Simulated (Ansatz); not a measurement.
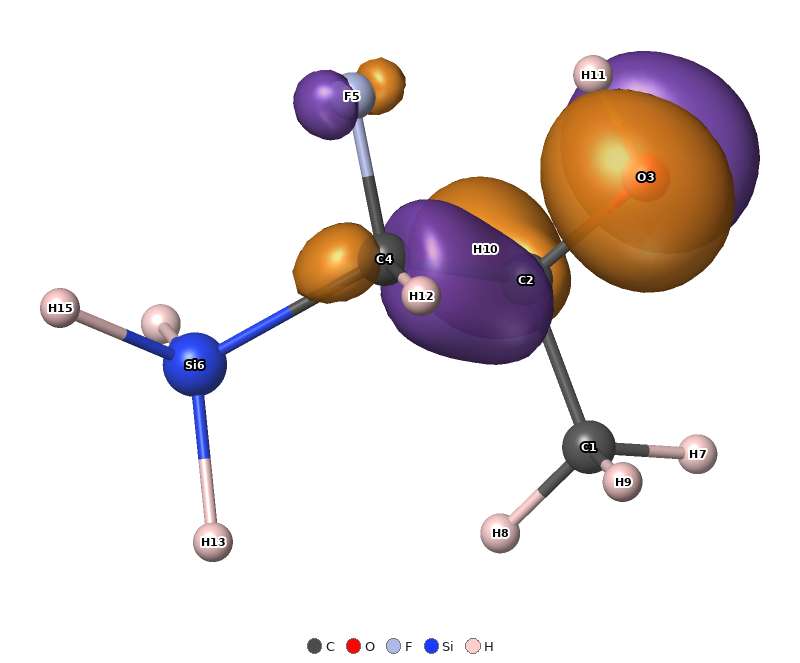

Figure 1: C3H9FOSi (SMILES CC(O)C(F)[SiH3]). The HOMO at ±0.15 Å⁻³ᐟ² (orange and purple are the two phases), seen at a tilt.

Level of theory: RKS LDA/def2-SVP in Ansatz 0.2.0.

```yaml
atoms:
  - { symbol: C, position_ang: [-0.0994, -1.7026, 0.1834] }
  - { symbol: C, position_ang: [0.5119, -0.5622, -0.5808] }
  - { symbol: O, position_ang: [1.8454, -0.8662, -0.8567] }
  - { symbol: C, position_ang: [0.4656, 0.7358, 0.1928] }
  - { symbol: F, position_ang: [1.2177, 1.6567, -0.5394] }
  - { symbol: Si, position_ang: [-1.2586, 1.4855, 0.4563] }
  - { symbol: H, position_ang: [0.0202, -2.6426, -0.3933] }
  - { symbol: H, position_ang: [-1.1822, -1.5413, 0.3722] }
  - { symbol: H, position_ang: [0.4224, -1.8321, 1.1568] }
  - { symbol: H, position_ang: [-0.0694, -0.4017, -1.5329] }
  - { symbol: H, position_ang: [2.2461, -0.0230, -1.1573] }
  - { symbol: H, position_ang: [0.9894, 0.5752, 1.1690] }
  - { symbol: H, position_ang: [-2.0554, 0.6485, 1.4227] }
  - { symbol: H, position_ang: [-1.9696, 1.5434, -0.8698] }
  - { symbol: H, position_ang: [-1.1060, 2.8760, 1.0064] }
```

**Where does this orbital lie, and at what energy?**

By Hirshfeld shares it lies mainly on O3 (about 60 %), C2 (about 10 %), H10 (about 10 %) and C4 (about 5 %). Its energy is −6.14 eV.
